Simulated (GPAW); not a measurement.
# A GW chain in GPAW: TiO2 (Rutile), part 2 of 2

Wanted: ground state, empty states, screening and self-energy for TiO2 (Rutile).

GPAW 26.7.0; LDA and many-body steps on it, plane waves. Known limits of the many-body steps: not at the basis limit.

So far. Step 3 (Bands along the symmetry lines): The gap is 1.823 eV, as in the run before at this level. Step 4 (Empty states on the mesh, 4×4×6 mesh, 410 bands): On this mesh the gap is 1.823 eV.

**5. Screening and self-energy, 4×4×6 mesh, 186 bands, screening to 120 eV**

Now the one-shot GW correction: screening in the RPA, then the self-energy of the levels asked for.

This step: G0W0 on LDA, plane waves, PAW.

File run.py:

```python
import json
import numpy as np
from gpaw.mpi import world
from gpaw.response.g0w0 import G0W0

gw = G0W0('full.gpw',
    filename='gw',
    kpts=[0],
    bands=(22, 26),
    ecut=120,
    nbands=186,
    integrate_gamma='WS',
    ppa=True)
gw.calculate()
res = {mode: {k: v for k, v in r.items() if k != 'sigma_eskwn'}
       for mode, r in gw.all_results.items()}

if world.rank == 0:
    with open('result.json', 'w') as f:
        json.dump(res, f, default=lambda x: x.tolist())
```

Launch:

```
$ mpirun -n 4 gpaw python run.py
```

Numbers of over 12 decimals in the logs are rounded to 6 here.

The program printed:

```text
Using integrator: PointIntegrator
FrequencyGridDescriptor(from 0.000+0.000j to 0.000+27.211j eV, 2 points)
Nonperiodic BCs:  [False False False]
Using integrator: PointIntegrator
FrequencyGridDescriptor(from 0.000+0.000j to 0.000+27.211j eV, 2 points)
Nonperiodic BCs:  [False False False]
  ___  _ _ _
 |   || | | |
 | | || | | |
 |__ ||_____|
 |___|

BZ k-points: Symmetries present (total): 8

  [... matrices ...]
96 k-points: 4 x 4 x 6 Monkhorst-Pack grid + [1/8,1/8,1/12]
28 k-points in the irreducible part of the Brillouin zone
       k-points in crystal coordinates                weights
   0:     0.00000000    0.00000000    0.00000000          1/96
   1:     0.00000000    0.00000000    0.16666667          2/96
   2:     0.00000000    0.00000000    0.33333333          2/96
   3:     0.00000000    0.00000000    0.50000000          1/96
   4:     0.25000000   -0.25000000    0.00000000          2/96
   5:     0.25000000   -0.25000000    0.16666667          4/96
   6:     0.25000000   -0.25000000    0.33333333          4/96
   7:     0.25000000   -0.25000000    0.50000000          2/96
   8:     0.25000000    0.00000000    0.00000000          4/96
   9:     0.25000000    0.00000000    0.16666667          8/96
          ...
  27:     0.50000000    0.50000000    0.50000000          1/96

Distributing spins, k-points and bands (1 x 1 x 4) over 4 processes
Number of blocks: 1

Quasi particle states:
k-points (IBZ indices): [0]
Band range: (22, 26)
  [... matrices ...]
Computational parameters:
Plane wave cut-off: 120 eV
Number of bands: 186
Coulomb cutoff: None
Broadening: 0.1 eV

fxc modes: GW
Kernel: RPA
Using Godby-Needs plasmon-pole approximation:
  Fitting energy: i*E0, E0 = 1.000 Hartree
Summing all q:

Calculating screened Coulomb potential
No Coulomb truncation
FrequencyGridDescriptor(from 0.000+0.000j to 0.000+27.211j eV, 2 points)
Removing empty qpoint cache files...

Calculating chi0 body with:
    Ground state adapter containing:
    Number of spins: 1
    Number of kpoints: 96
    Number of irreducible kpoints: 28
    Number of completely occupied states: 24
    Number of partially occupied states: 24
    Occupied states memory: 4.805419921875 M / cpu

    Linear response parametrization:
    q_c: [0.0, 0.0, 1.3877787807814457e-17]
    Number of frequency points: 2
    Planewave cutoff: 120.0
    Number of bands: 186
    Number of planewaves: 181
    Broadening (eta): 1e-06
    comm.size: 4
    kncomm.size: 4
    blockcomm.size: 1

    Memory estimate of potentially large arrays:
        chi0_wGG: 0.999786 M / cpu
Integrating chi0 body.

Symmetries of q_c:
    Direct symmetries (Uq -> q): 8
    Indirect symmetries (TUq -> q): 0
In total 8 allowed symmetries.

  [... matrices ...]
28 groups of equivalent kpoints. 70.833333% reduction.

Integral kind: response function
Integrating chi0 head and wings.

Symmetries of q_c:
    Direct symmetries (Uq -> q): 8
    Indirect symmetries (TUq -> q): 0
In total 8 allowed symmetries.

  [... matrices ...]
28 groups of equivalent kpoints. 70.833333% reduction.

Integral kind: response function wings

Calculating chi0 body with:
    Ground state adapter containing:
    Number of spins: 1
    Number of kpoints: 96
    Number of irreducible kpoints: 28
    Number of completely occupied states: 24
    Number of partially occupied states: 24
[... the further q-points ...]

Results:
f:      Occupation numbers
eps:     KS-eigenvalues [eV]
vxc:     KS vxc [eV]
exx:     Exact exchange [eV]
sigma:   Self-energies [eV]
dsigma:  Self-energy derivatives
Z:       Renormalization factors
qp:      QP-energies [eV]

k-point 0 (0): (0.000, 0.000, 0.000)                GW
band       f     eps     vxc     exx   sigma  dsigma       Z      qp
                                                                   GW
  22   1.000   4.837 -21.719 -26.023   4.452  -0.313   0.762   4.949
  23   1.000   5.283 -21.477 -25.959   4.651  -0.325   0.755   5.411
  24   0.000   7.106 -22.022 -13.410  -5.988  -0.310   0.764   9.109
  25   0.000   7.394 -21.601 -13.352  -5.785  -0.308   0.764   9.277
```

Run time: 4.6 min. Hardware: 4 MPI ranks of AMD EPYC 9R14 (Zen 4), shared host; peak memory 2.1 GiB.

This step gave:

- G0W0 gap on the points computed: 3.698 eV
- least direct G0W0 gap on the computed points: 3.698 eV
- Z at the valence top: 0.7548
- Z at the conduction bottom: 0.7636
- starting gap on the mesh: 1.823 eV
- k of the valence top: 0, 0, 0
- k of the conduction bottom: 0, 0, 0

The gap on the mesh goes from 1.82 eV to 3.70 eV, a correction of +1.88 eV.

Limits: finite bands, cutoff and mesh. v1 is the top filled band, c1 the lowest empty one. Levels before and after the correction, in eV, zero at the valence-band top of each column:

```csv
,conduction bottom,valence top
Kohn-Sham,1.82,0.00
G0W0,3.70,0.00
```

```csv
,level,energy (eV)
Kohn-Sham,Γ v2,-0.446
Kohn-Sham,Γ v1,0.000
Kohn-Sham,Γ c1,1.823
Kohn-Sham,Γ c2,2.111
G0W0,Γ v2,-0.461
G0W0,Γ v1,0.000
G0W0,Γ c1,3.698
G0W0,Γ c2,3.867
```

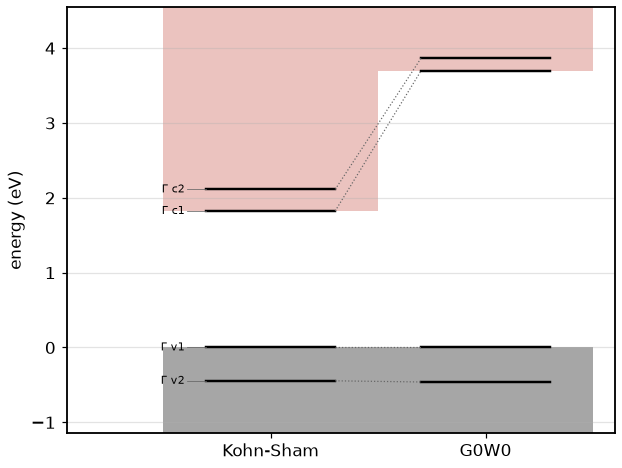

Levels before and after the correction. Shaded: valence and conduction bands.

**6. Where the time went**

Times are wall times on 4 MPI ranks of AMD EPYC 9R14 (Zen 4), shared host, good to a factor of about two.

```csv
step,time,share,memory (GiB)
ground state,20 s,6 %,0.84
bands along the symmetry lines,14 s,4 %,0.91
empty states on the mesh,42 s,12 %,2.5
screening and self-energy,4.6 min,78 %,2.1
```

**7. Outcome**

```yaml
lda_gap: 1.82 eV, direct
g0w0_gap_on_the_mesh: 3.70 eV
gw_settings: 4×4×6 mesh, 186 bands, screening to 120 eV, Godby-Needs plasmon pole
known_limits: not at the basis limit
```

In words: G0W0 moves the gap on the mesh from 1.82 eV to 3.70 eV (+1.88 eV), with Z of 0.75 and 0.76 at the edges. Only 1 of the mesh's irreducible points was corrected, so a valley elsewhere could overtake. The dearest step here is «screening and self-energy». Against experiment, by G0W0@LDA: the gap of 3.70 eV lies +0.65 eV from the measured 3.05 eV (kind not stated, quoted 2021); the gap of 3.70 eV lies +0.42 eV from the measured 3.28 eV (optical, 2023); the gap of 3.70 eV lies +0.61 eV from the measured 3.09 ± 0.06 eV (indirect, on SiO2 (quartz particles), 2024); the gap of 3.70 eV lies +0.67 eV from the measured 3.03 eV (kind not stated, quoted 2016). An exciton line or allowed optical edge lies below the quasiparticle gap by the binding energy; a forbidden edge can push the onset above it. The calculation has static nuclei and no excitons; a measured gap holds zero-point and thermal motion, which mostly lowers it. Bands and cutoff are finite, so the gap is not at the basis limit. The miss can reach some tenths of an eV and take either sign; the mesh is an error of its own. These stock PAW sets were not made for GW. In the G0W0 run levels were corrected at 1 k point alone, so a gap called «on the mesh» is the least over those, and an edge elsewhere would be missed.

[Paths, hosts, dates, memory and timing lines, banners, echoed tables and standing remarks are left out of the program output.]

[Logs are printed without paths, hosts, clocks, repeated set-up lines and the standing remarks that a program may print on its own settings, such as how far it seeks lower states.]

[Runs of the session that timed out or met a known fault of the program may be left out.]

[Hosts, paths, dates, database ids (printed as entryN), source tags and the programs' standing remarks are cut or masked in the printed files.]
